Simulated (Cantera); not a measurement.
Input: 1 mol Si, a varied amount of HCl, 0.73 mol H2, at 425 °C and 22.0 bar.

Method: chemical equilibrium by Gibbs-energy minimisation in Cantera with the NASA 1993 tables (ideal gas, pure condensed phases). Candidate condensed phases: Si; 19 gas species. Rates play no part.

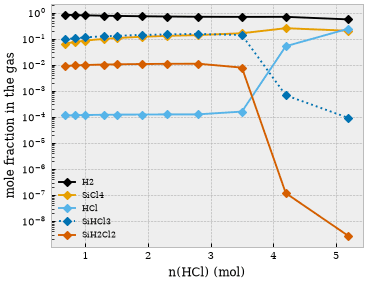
Fig. 1. Equilibrium gas composition (values under 1e-9 drawn at 1e-9)

Question: Read off the mole fractions at 0.68 mol HCl.

Answer: H2 about 0.83, SiHCl3 about 0.095, SiCl4 about 0.065, SiH2Cl2 about 0.0090, HCl about 0.00011.
